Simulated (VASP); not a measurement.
Band structure of BaAlSiH (space group P3m1). Calculation: r2SCAN meta-GGA, VASP's PBE PAW potentials (set 64) (plane waves; VASP).

Unless said otherwise, spin-orbit coupling is left out, though it shifts the bands of the heavy elements here.

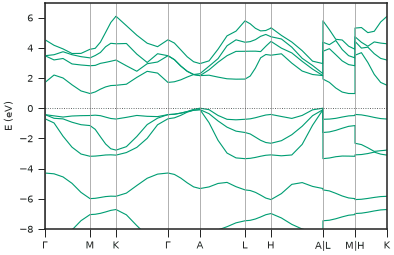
Bands along high-symmetry lines, zero at the valence-band maximum or, without a gap, the Fermi level

### Question
Read the plot: is there a gap, and where are the band edges?

### Answer
The gap is indirect, 0.97 eV, from the valence maximum at A to the conduction minimum at M.

The structure comes from a computed database's BaAlSiH entry (P3m1); how it stands against other phases isn't given here. It was relaxed first.
